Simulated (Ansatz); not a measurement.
# A ladder of methods for CHF2 (difluoromethyl radical)

CHF2 has 4 atoms, charge 0, and is taken as a doublet. As SMILES, `F[CH]F`. The shape is that of a PBE0-D4/def2-TZVP optimisation.

```xyz
4

F    -1.2082    0.2646   -0.1417
C     0.0386    0.0634    0.2444
F     0.4331   -1.1668   -0.0296
H     0.7365    0.8387   -0.0731
```

Each level gives the energy change with the C2–F3 bond stretched from 1.321 to 3.302 Å (eV). The values are calculated.

| level | kind | program | value (eV) | less FCI/STO-3G | CPU time (all runs) |
| --- | --- | --- | --- | --- | --- |
| UHF/STO-3G | Hartree–Fock | Ansatz | 3.18 | -0.87 | 0.56 s |
| RPA@PBE/STO-3G | RPA | Ansatz | 3.50 | -0.55 | 12 s |
| UMP2/STO-3G | perturbation theory | Ansatz | 3.95 | -0.10 | 0.94 s |
| FCI/STO-3G | exact in the basis | Ansatz | 4.05 | 0.00 | 12 s |

FCI/STO-3G is exact within its basis and frozen core, so for wave-function methods in that basis the difference is their error. The first shape isn't each level's own minimum. The values span 3.18 to 4.05 eV. Spin contamination of the reference (⟨S²⟩ at least 0.1 too high) touches UHF/STO-3G, RPA@PBE/STO-3G, UMP2/STO-3G. All rows use very small basis sets, so none should be taken for the real molecule's value. CPU times are rough (shared hosts, several kinds of processor and program).

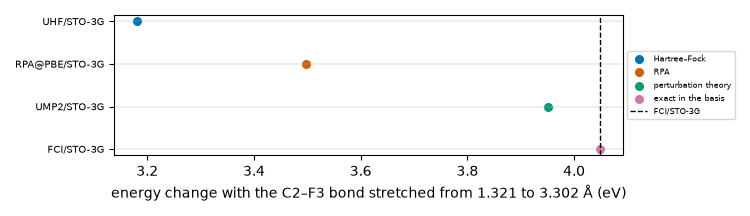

The values of the table, level by level.
